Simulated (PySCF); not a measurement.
SMILES Nc1ccccc1 (C₆H₇N), singlet, GFN2-xTB optimised geometry. Atoms within 1.6 Å of the plane z = 0.0 Å (x, y, z in Å): N1 (-1.41, -1.85, 0.07), C2 (-0.71, -0.67, 0.00), C3 (-1.38, 0.56, 0.00), C4 (-0.67, 1.74, 0.00), C5 (0.71, 1.74, 0.00), C6 (1.38, 0.52, 0.00), C7 (0.68, -0.67, 0.00), H8 (-0.92, -2.68, -0.21), H9 (-2.38, -1.82, -0.22), H10 (-2.46, 0.57, -0.01), H11 (-1.21, 2.68, -0.01), H12 (1.26, 2.66, -0.01), H13 (2.46, 0.51, 0.00), H14 (1.21, -1.61, 0.00).

Computed with B3LYP/def2-TZVP (PySCF). Cells within 0.4 Å of a nucleus heavier than hydrogen are left out (blank, or x).

Map of the log10 of the electron density (e/bohr³), floored at −4 on the plane z = 0.0 Å:

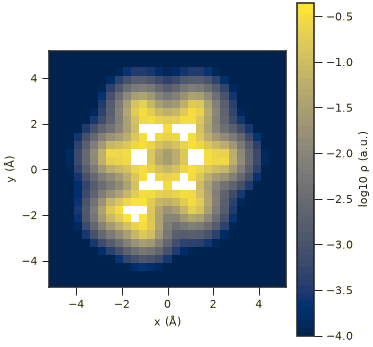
*Log10 of the electron density (e/bohr³), floored at −4 on the plane z = 0.0 Å.*
